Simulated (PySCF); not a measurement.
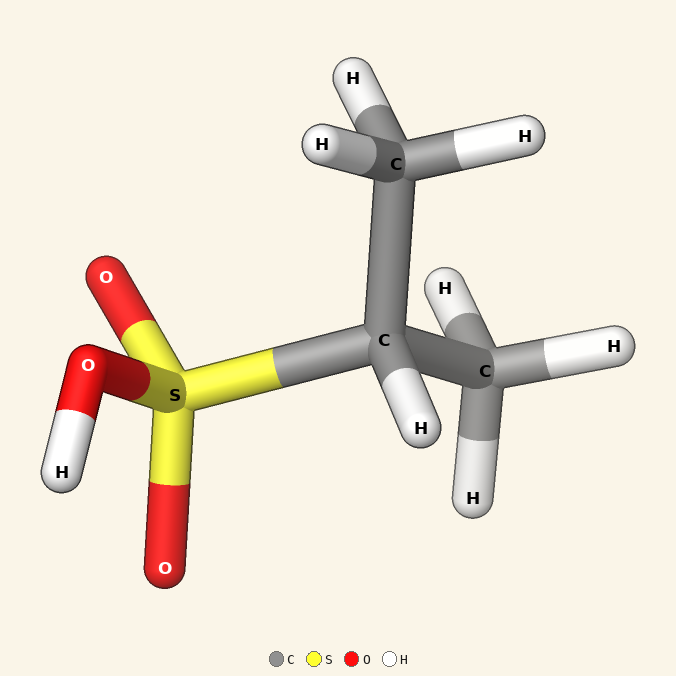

The geometry was computed by an optimisation with PBE0-D3(BJ)/def2-TZVP. No frequency run is at hand to confirm it as a minimum.

What does the picture show?

The molecule is C₃H₈O₃S. As SMILES it reads `CC(C)S(=O)(=O)O`. It has no ring. This geometry has C1 symmetry. Coordination: 3 C tetrahedral; 1 S tetrahedral; 1 O bent.

More results for the same structure follow; atom numbers are the same in all pictures, views and colours differ.

### Geometry

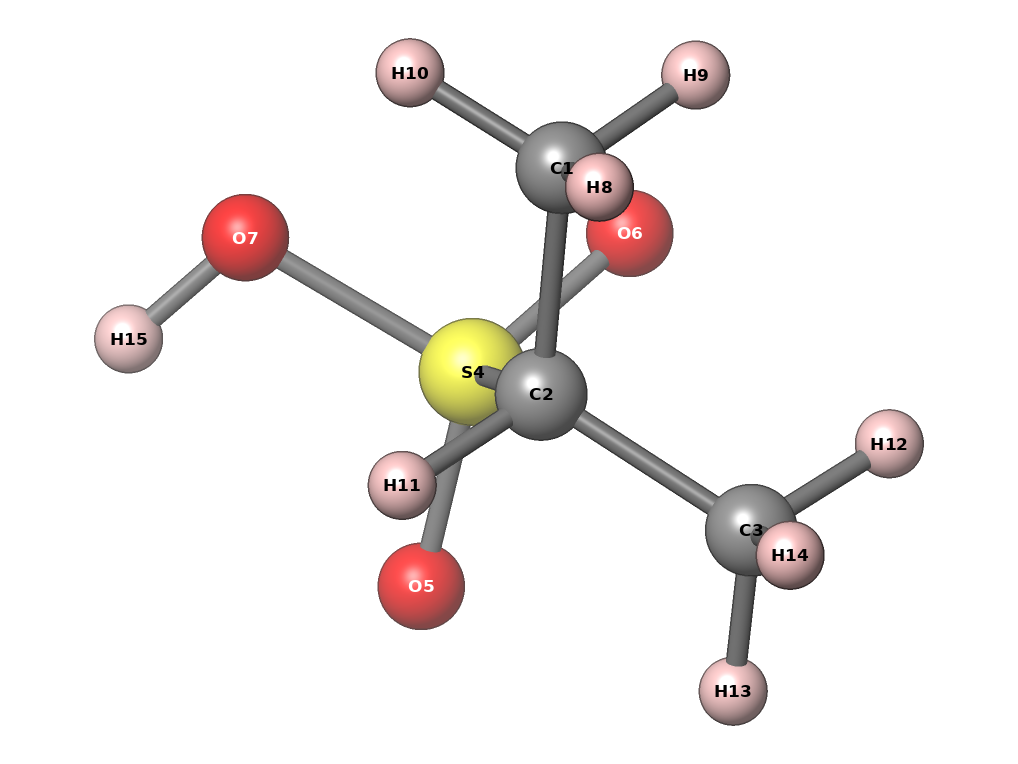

S4 lies behind C2. The molecule seen a little off the C2–S4 bond, C2 in front. Depth is shown by fading: the farther an atom, the more it takes the colour of the background. No frequency run is at hand to confirm it as a minimum.

**What is the torsion angle C1–C2–S4–O7? The sign is positive where the front bond must turn clockwise to cover the back bond.**

−59°, synclinal (gauche). The bonds about C2–S4 are staggered.

### Levels of theory compared

No frequency run is at hand to confirm it as a minimum. Program: PySCF 2.14.0.

Compare HOMO energy (eV), dipole (D) at these levels: B97-2/pcSseg-2; KT3/pcSseg-2; PBE0/pcSseg-2; WP04/pcSseg-2 in chloroform (IEF-PCM); ωB97X-D/pcSseg-2; ωB97X-D/pcSseg-2 in chloroform (IEF-PCM).

```
                                   level  HOMO energy (eV)  dipole (D)
                          B97-2/pcSseg-2             −8.73        3.96
                            KT3/pcSseg-2             −7.54        3.77
                           PBE0/pcSseg-2             −9.03        3.98
   WP04/pcSseg-2 in chloroform (IEF-PCM)            −10.23        4.89
                        ωB97X-D/pcSseg-2            −10.93        4.04
ωB97X-D/pcSseg-2 in chloroform (IEF-PCM)            −10.95        4.88
```

### Quadrupole coupling

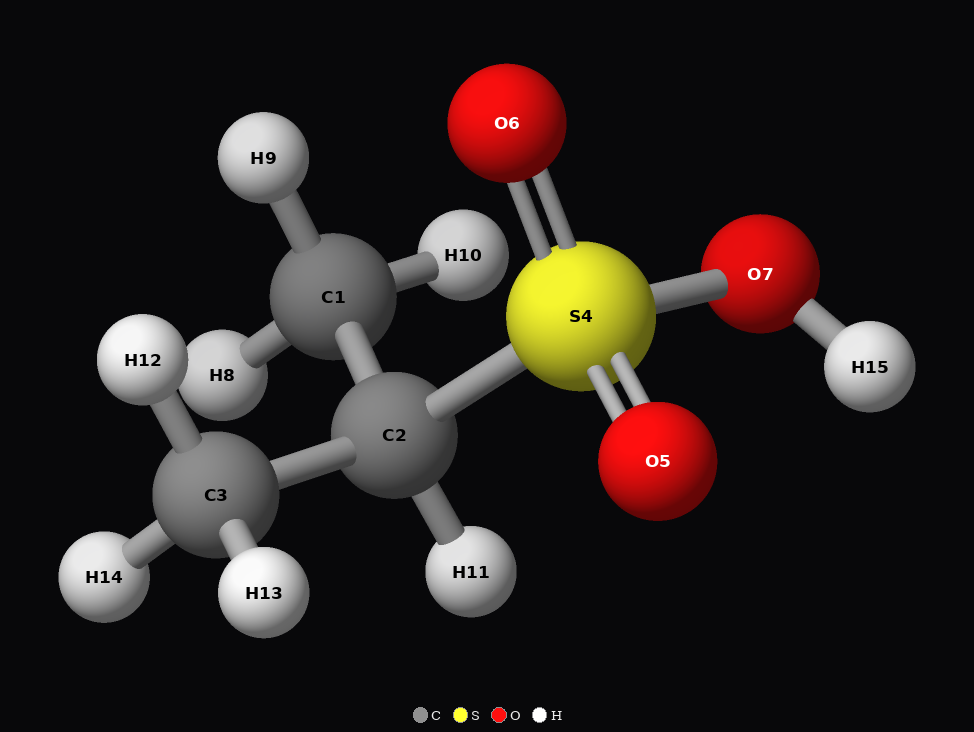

No frequency run is at hand to confirm it as a minimum. Electric field gradients from the ground-state density, PBE0/pcSseg-2 (PySCF 2.14.0), non-relativistic apart from any core potentials.

Give the largest field-gradient component, the quadrupole coupling constant and the asymmetry for 33S at S4 (Q = −67.81 mb), 17O at O5 (Q = −25.6 mb), 17O at O6 (Q = −25.6 mb), 17O at O7 (Q = −25.6 mb), 2H at H8 (Q = 2.86 mb), 2H at H9 (Q = 2.86 mb), 2H at H10 (Q = 2.86 mb), 2H at H11 (Q = 2.86 mb).

| atom | V_zz (a.u.) | e²qQ/h (MHz) | η |
| --- | --- | --- | --- |
| S4 | 1.048 | −16.70 | 0.06 |
| O5 | 1.181 | −7.10 | 0.11 |
| O6 | 1.134 | −6.82 | 0.13 |
| O7 | 1.612 | −9.70 | 0.88 |
| H8 | 0.285 | 0.191 | 0.03 |
| H9 | 0.282 | 0.189 | 0.03 |
| H10 | 0.284 | 0.191 | 0.03 |
| H11 | 0.273 | 0.183 | 0.03 |

### Charges

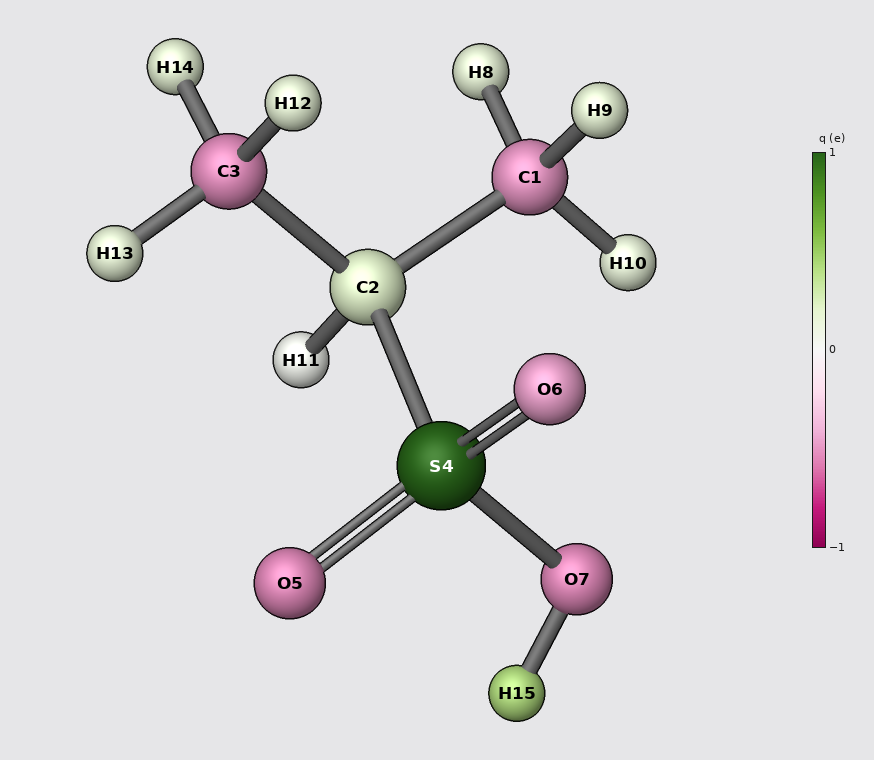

Atoms are coloured by their ESP-fitted charges. No frequency run is at hand to confirm it as a minimum. Level of theory: PBE0/pcSseg-2, gas phase (PySCF 2.14.0).

**Which atom carries the highest charge (most positive or least negative)?**

S4 (0.99 e).

**And the lowest?**

O5 (−0.54 e).

List the ESP-fitted charges.

```json
{"atom": "C1", "value (e)": "−0.49"}
{"atom": "C2", "value (e)": "0.21"}
{"atom": "C3", "value (e)": "−0.52"}
{"atom": "S4", "value (e)": "0.99"}
{"atom": "O5", "value (e)": "−0.54"}
{"atom": "O6", "value (e)": "−0.47"}
{"atom": "O7", "value (e)": "−0.53"}
{"atom": "H8", "value (e)": "0.15"}
{"atom": "H9", "value (e)": "0.16"}
{"atom": "H10", "value (e)": "0.14"}
{"atom": "H11", "value (e)": "0.04"}
{"atom": "H12", "value (e)": "0.15"}
{"atom": "H13", "value (e)": "0.15"}
{"atom": "H14", "value (e)": "0.16"}
{"atom": "H15", "value (e)": "0.42"}
```
